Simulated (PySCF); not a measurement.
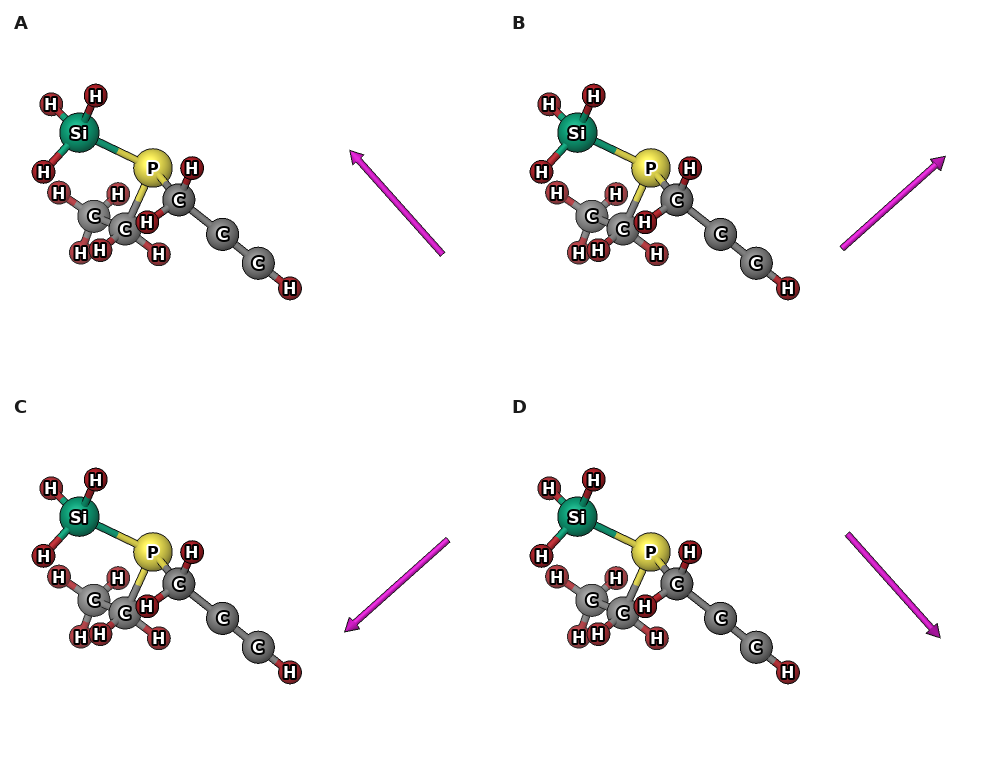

The same molecule four times, each with an arrow. Computed geometry: GFN2-xTB optimisation. No frequency run is at hand to confirm it as a minimum. Method: CAM-B3LYP/def2-SVPD, gas phase (PySCF 2.14.0).

> Which arrow points along the dipole moment, from the negative to the positive end?

C. The dipole moment is 1.16 D.

The geometry is semi-empirical. Around P, Si such bond lengths and angles can be off by a tenth of an ångström or more and by several degrees, and values that hang on the shape move with them.
